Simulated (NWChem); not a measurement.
# How basis sets differ on CH4GeS (SMILES S=[CH][GeH3])

CH4GeS: 7 atoms, total charge 0, spin state singlet. SMILES: `S=[CH][GeH3]`. Geometry: relaxed at PBE0-D4/def2-TZVP.

Each level gives the HOMO–LUMO gap (eV). The values are calculated.

```
      level          kind  program  value (eV)  CPU time
  HF/STO-3G  Hartree–Fock   NWChem       11.75     4.4 s
   HF/3-21G  Hartree–Fock   NWChem       10.29     5.5 s
 HF/pcseg-1  Hartree–Fock   NWChem       10.19      27 s
HF/def2-SVP  Hartree–Fock   NWChem       10.36      18 s
```

All-electron rows without a relativistic Hamiltonian named are non-relativistic. The values span 10.19 to 11.75 eV. A Hartree–Fock LUMO above zero doesn't converge with the basis: it sinks as sets grow more diffuse. Orbital gaps aren't excitation energies. CPU times are rough (shared hosts, several kinds of processor): they show what a rung costs within a factor of a few.

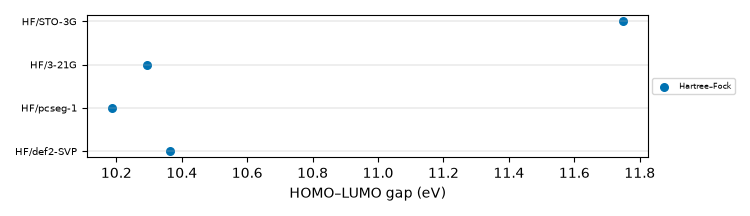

The values of the table, level by level.
